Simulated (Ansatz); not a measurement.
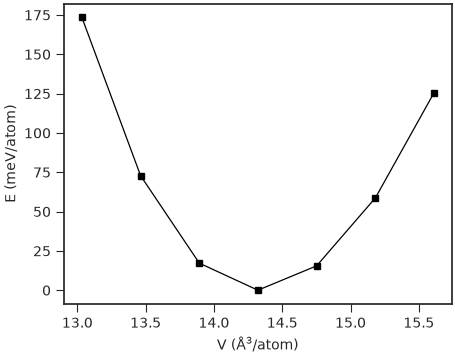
Figure: Re (dhcp (α-La type), P6_3/mmc) under volume change, LDA in the plane-wave PAW code Ansatz, shape and atoms relaxed at each volume.

**Question.** What does a third-order Birch–Murnaghan fit give for V₀, B₀ and B′?

**Answer.** V₀ = 14.32 Å³/atom, B₀ = 404 GPa, B′ = 4.4.

The workflow started from a Materials Project entry (that database holds measured and hypothetical structures alike). Its sites differ from those of the usual phase in this space group: another stacking or structure type. Symmetry was held in the LDA relaxation; of distortions, only those at the zone centre were tested. The run is not spin-polarised. Spin–orbit coupling is left out wherever it is not named.

Potentials: the later of the program's two PAW sets.
